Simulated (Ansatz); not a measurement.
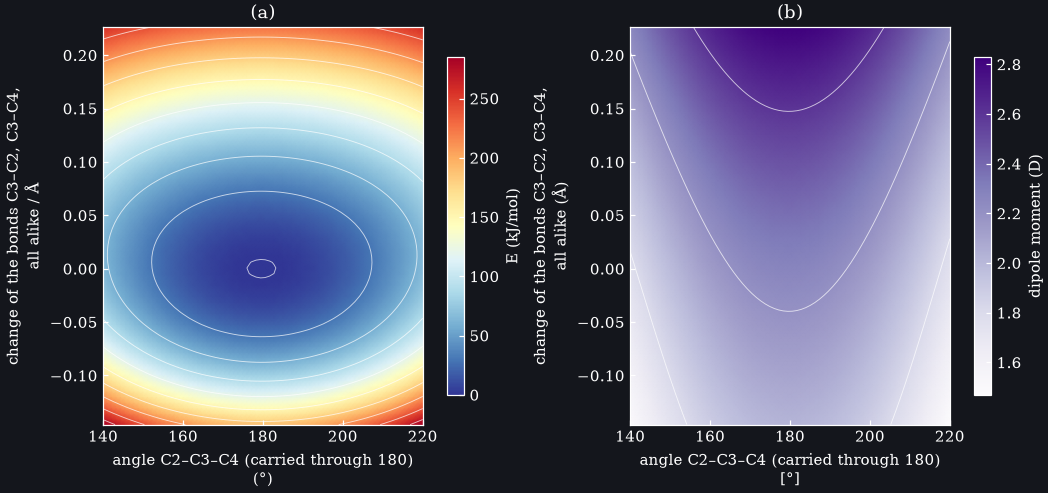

C₃H₅B, SMILES BC#CC. 
- First axis: angle C2–C3–C4 (carried through 180). Second axis: change of the bonds C3–C2, C3–C4, all alike.
- Nothing is relaxed (all other coordinates rigid).
- Grid: 13 × 13 points.
- Points are written as (first, second).
- Energies: kJ/mol, counted from the lowest grid point.
- All numbers below come from RKS PBE0-D4/def2-TZVP in Ansatz 0.2.0.

Panel (a) is the energy and panel (b) the computed dipole moment on the same grid.

The picture shows a smooth colour map with a few white contour lines. Between grid points the surface is interpolated.

How does the dipole moment vary over the map, and what is it at the lowest grid point?

Answer. Leaving out the highest fifth of the energies, it runs from 1.59 D at (220.0°, −0.084 Å) to 2.73 D at (180.0°, 0.195 Å). At the lowest grid point, (180.0°, 0.009 Å), it is 2.29 D.

```csv
"second ↓, first →",140.0,146.7,153.3,160.0,166.7,173.3,180.0,186.7,193.3,200.0,206.7,213.3,220.0
0.226,2.26,2.41,2.55,2.67,2.76,2.81,2.83,2.81,2.75,2.66,2.54,2.40,2.23
0.195,2.18,2.33,2.47,2.58,2.67,2.72,2.73,2.71,2.66,2.57,2.45,2.31,2.16
0.164,2.11,2.26,2.39,2.50,2.58,2.63,2.65,2.63,2.57,2.49,2.37,2.24,2.08
0.133,2.04,2.18,2.31,2.42,2.50,2.55,2.56,2.54,2.49,2.41,2.30,2.17,2.01
0.102,1.97,2.12,2.24,2.35,2.42,2.47,2.49,2.47,2.42,2.34,2.23,2.10,1.95
0.071,1.91,2.05,2.18,2.28,2.35,2.40,2.42,2.40,2.35,2.27,2.16,2.03,1.88
0.040,1.85,1.99,2.11,2.22,2.29,2.34,2.35,2.33,2.29,2.21,2.10,1.97,1.82
0.009,1.79,1.93,2.06,2.16,2.23,2.27,2.29,2.27,2.23,2.15,2.04,1.92,1.76
−0.022,1.73,1.88,2.00,2.10,2.17,2.22,2.23,2.21,2.17,2.09,1.99,1.86,1.71
−0.053,1.67,1.82,1.95,2.05,2.12,2.16,2.18,2.16,2.11,2.04,1.93,1.80,1.65
−0.084,1.61,1.77,1.89,1.99,2.07,2.11,2.12,2.11,2.06,1.99,1.88,1.75,1.59
−0.115,1.55,1.71,1.84,1.94,2.01,2.06,2.07,2.06,2.01,1.93,1.83,1.69,1.53
−0.146,1.49,1.65,1.78,1.89,1.96,2.01,2.02,2.00,1.96,1.88,1.77,1.64,1.47
```
